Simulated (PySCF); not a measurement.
## Electronic structure of C3H6N2Si in real space

```xyz
12

Si    1.8552   -0.3587   -0.1863
N     0.1156   -0.2339   -0.0650
C    -0.4276    0.8308    0.5509
C    -1.7689    0.7852    0.4408
N    -2.0709   -0.3733   -0.2204
C    -0.9573   -0.9303   -0.4896
H     1.9433   -1.7236   -0.5262
H     2.5020   -0.1528    1.1609
H     2.4085    0.6616   -1.1695
H     0.1879    1.5802    0.9124
H    -2.5502    1.4405    0.8055
H    -0.7566   -1.9117   -0.9249
```

Geometry: GFN2-xTB, MD frame at 250 fs, 400 K.

All numbers below come from PBE0/pcSseg-1, SCF density, gas phase, non-relativistic in PySCF 2.14.0.

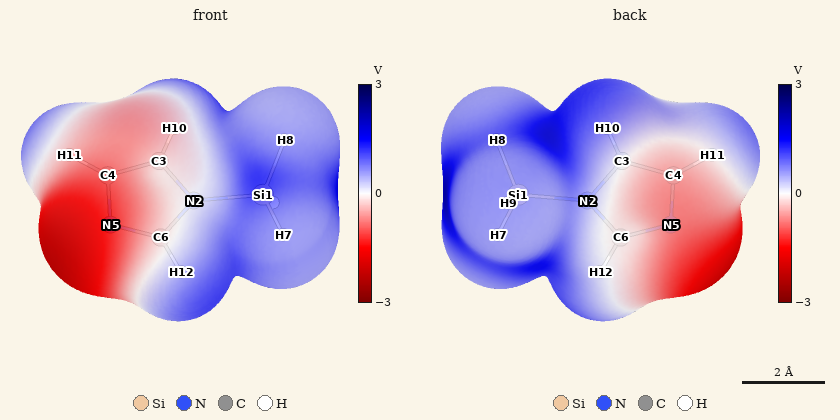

Figure 1. The molecular electrostatic potential painted on the density surface at 0.002 e/bohr³, seen from the front and from behind; red is negative and blue positive.

Describe the electrostatic potential map.

Answer. The most negative region (about −2.2 V, or −51 kcal/mol for a unit charge) lies over N5, the most positive (about +2.0 V, or +46 kcal/mol for a unit charge) over Si1. N5 is the likeliest acceptor of a hydrogen bond.

How polar is the molecule by this calculation?

Answer. Its dipole moment is 3.65 D.

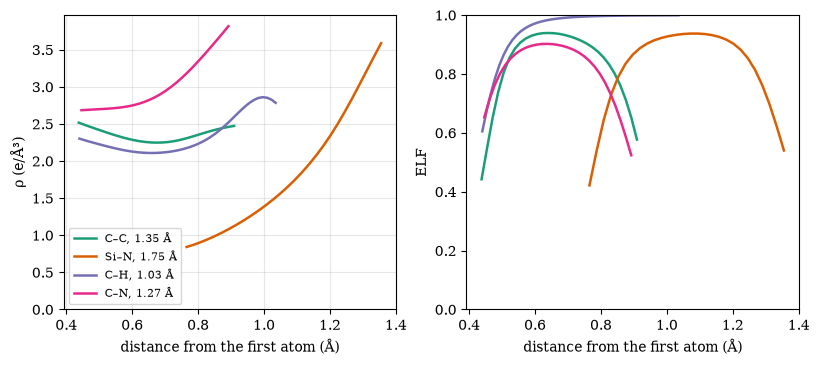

Figure 2. Total electron density and ELF along straight lines between neighbouring atoms. The curves leave out the atomic cores.

What kind of bonding do the profiles show?

Answer. C–C (1.35 Å): the density is about 2.2 e/Å³ at the midpoint; the ELF peaks at about 0.95 between the atoms (a covalent bond).
Si–N (1.75 Å): ρ is about 1 e/Å³ halfway; the ELF peaks at about 0.95 between the atoms, as expected for a polar covalent bond.
C–H (1.03 Å): the density is about 2.2 e/Å³ at the midpoint; the ELF climbs to about 1 towards the hydrogen, as it does in any bond to H; a covalent bond by its length.
C–N (1.27 Å): ρ at the midpoint is about 2.8 e/Å³; the ELF peaks at about 0.90 between the atoms; localised, covalent bonding.
